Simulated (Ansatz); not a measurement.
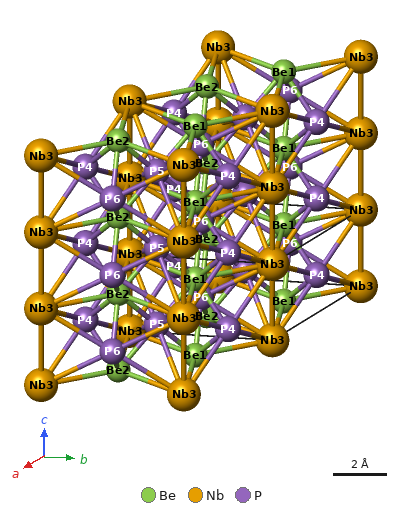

A crystal of Be₂NbP₃ (a generated structure, set up in P6/mmm) (coarse preliminary run), before the relaxation. The picture is a ball-and-stick view of the cell of the calculation, repeated 2 × 1 × 3 with one cell outlined, seen from a free direction.

Method: Ansatz, DFT PBE, scalar-relativistic, plane waves, PAW.

Input file:
```yaml
crystal:
  lattice:
    - [5.47329641, 0.0, 0.0]
    - [-2.7366482, 4.74001373, 0.0]
    - [0.0, 0.0, 3.30376891]
  atoms:
    - { symbol: Be, position: [0.33333333, 0.66666667, 0.0] }
    - { symbol: Be, position: [0.66666667, 0.33333333, 0.0] }
    - { symbol: Nb, position: [0.0, 0.0, 0.0] }
    - { symbol: P, position: [0.5, 0.0, 0.5] }
    - { symbol: P, position: [0.5, 0.5, 0.5] }
    - { symbol: P, position: [0.0, 0.5, 0.5] }
basis:
  ecutwfc: 420
kpoints:
  mp_grid: { grid: [6, 6, 6] }
hamiltonian:
  xc: pbe
scf:
  occupations: { method: gaussian, width: 0.1 }
  lower_state_search: "off"
output:
  forces: true
  stress: true
  eigenvalues: true
relax:
  adjacent_minimum: "off"
  f_tol: 0.04
  max_steps: 70
  cell: { stress_tol: 0.4 }
```

Launched with:
```bash
ansatz run input.yaml --threads 1 --pin off --max-ram 2048MiB --backend cpu --events-out ev --progress --plain --runs-dir out
```

### Where does the relaxation end?

No atom moves by more than 0.005 Å relative to the cell. The drawn cell changes as follows: a = b 5.473 → 5.063 Å (−7.5 %), c 3.304 → 3.370 Å (+2.0 %); the volume changes by −12.7 %. Among the contacts that change: Be1–Nb3 3.160 → 2.923 Å, Nb3–P4 3.197 → 3.041 Å, Nb3–Nb3 3.304 → 3.370 Å, Be1–P4 2.286 → 2.231 Å. The space group stays P6/mmm (No. 191). Over 3 accepted moves (5 points after the start) the energy falls by 79.7 meV per atom. All forces vanish by symmetry, so only the cell relaxes. The pressure goes from −9.23 to 0.26 GPa. The line search rejected the trial step at point 2 of the run. At 1 point the geometry stayed and the basis and grid were re-selected for the new cell (energy shift of 0.1 meV per atom at most each time).

History of the run:

```
step  E − E(0), meV/atom  pressure, GPa  volume, Å³/atom                      note
   0                0.00          -9.23           14.285                          
   1              -67.54          -3.46           13.070                          
   2              -64.49           2.77           12.130                  rejected
   3              -79.35          -0.80           12.600                          
   4              -79.79           0.27           12.469                          
   5              -79.67           0.26           12.469  same geometry, new basis
```

The structure at the end:

```
CELL_PARAMETERS angstrom
5.06329 0.00000 0.00000
-2.53165 4.38494 0.00000
0.00000 0.00000 3.36976
ATOMIC_POSITIONS crystal
Be 0.33333 0.66667 0.00000
Be 0.66667 0.33333 0.00000
Nb 0.00000 0.00000 0.00000
P 0.50000 0.00000 0.50000
P 0.50000 0.50000 0.50000
P 0.00000 0.50000 0.50000
```

After the run, drawn alike:

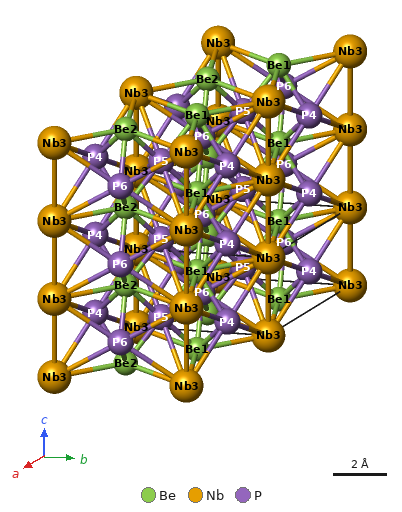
